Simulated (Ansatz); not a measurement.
# SeSr2 (charge +1, quartet): what the fields show

```csv
atom,x (Å),y (Å),z (Å)
Sr,-1.1049,2.6639,0.1278
Sr,0.5350,-2.7858,-0.5354
Se,0.5699,0.1219,0.4076
```

Geometry: B3LYP-D4/def2-TZVP; core potentials replace the inner electrons of Sr.

The calculation used UKS PBE0-D4/def2-TZVP in Ansatz.

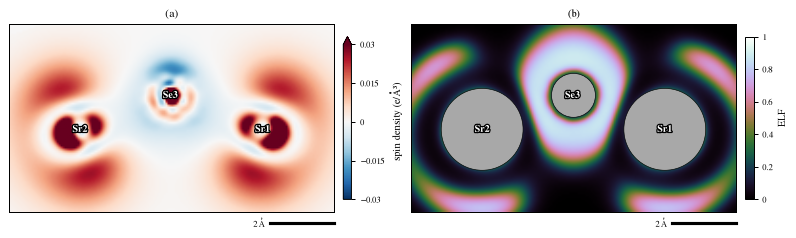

Figure 1. (a) spin density; (b) electron localisation function on the molecular plane. Grey discs cover the atomic cores in the ELF map.

Q: Describe what can be read from this map.

A: The plane passes through Sr and Se nuclei.
Sr–Se (3.06 Å): the ELF peaks at about 0.85 in the valence shell of Se, 1.1 Å from its nucleus, and is about 0.30 at the midpoint; an ionic contact with no shared pair.
The unpaired spin (3 electrons) lies mostly on Se3 (about 1.0), Sr1 (about 1.0) and Sr2 (about 1.0), in electrons by Hirshfeld's partition.

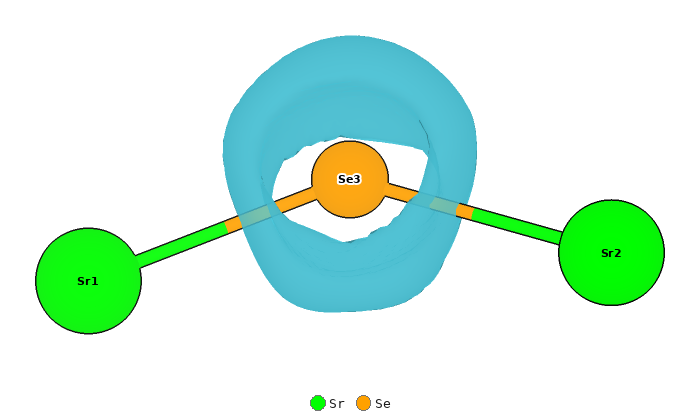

Figure 2. Isosurface of the ELF at 0.8 (cyan), seen at a tilt. Only the valence region is drawn (cores and ρ < 0.01 e/Å³ removed).

Q: What do the ELF domains correspond to?

A: At this value the surface marks out one region wrapped around Se (its valence shell).
